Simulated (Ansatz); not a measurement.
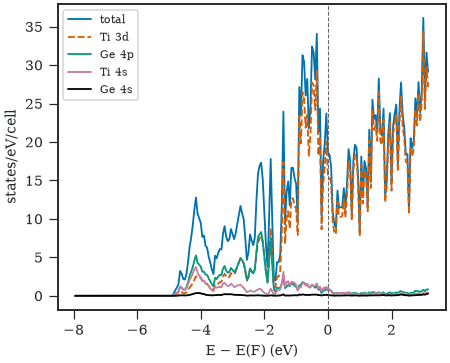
Total and projected density of states of Ti₃Ge in space group I-4 (No. 82; Ti on 8g, Ti on 8g, Ti on 8g, Ge on 8g), plane-wave PAW PBEsol (Ansatz code)

### Question
Which orbitals carry the states next to the Fermi level?

### Answer
Within 0.5 eV of the Fermi level: Ti 3d 86 %. Projections are on Löwdin-orthogonalised atomic valence shells; empty p or d shells of many metals are not among them.

### Question
Where is the tallest occupied peak in this window, and what makes it?

### Answer
Near -0.3 eV, about 34 states/eV per cell; the largest projected share is Ti 3d.

The first step of the workflow began from a Materials Project structure, measured or hypothetical; the Crystallography Open Database copy checked does not list it. Whether it is the stable phase at ambient conditions was not checked. The cell was relaxed with PBEsol under the symmetry of its start; whether a distortion lowers the energy is not shown. The run is not spin-polarised. Scalar-relativistic: spin–orbit coupling is off unless named, which matters more the heavier the elements.

Potentials: the later of the program's two PAW sets.
